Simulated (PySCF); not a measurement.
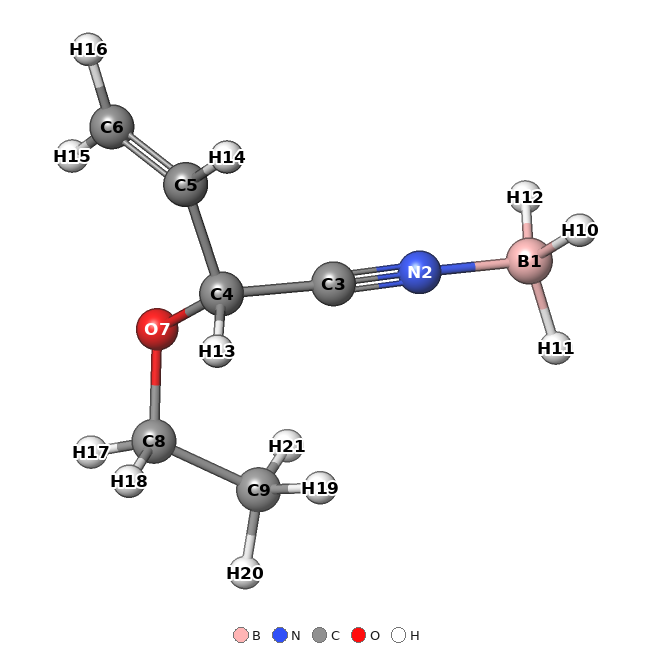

The geometry was computed by an optimisation with GFN2-xTB. No frequency run is at hand to confirm it as a minimum. Electric field gradients from the ground-state density, PBE0/pcSseg-1 (PySCF 2.14.0), non-relativistic apart from any core potentials.

Give the largest field-gradient component, the quadrupole coupling constant and the asymmetry for 11B at B1 (Q = 40.59 mb), 14N at N2 (Q = 20.44 mb), 17O at O7 (Q = −25.6 mb).

```csv
atom,V_zz (a.u.),e²qQ/h (MHz),η
B1,0.211,2.02,0.03
N2,−0.491,−2.36,0.29
O7,2.060,−12.39,0.95
```

The geometry is semi-empirical. Around B such bond lengths and angles can be off by a tenth of an ångström or more and by several degrees, and values that hang on the shape move with them.
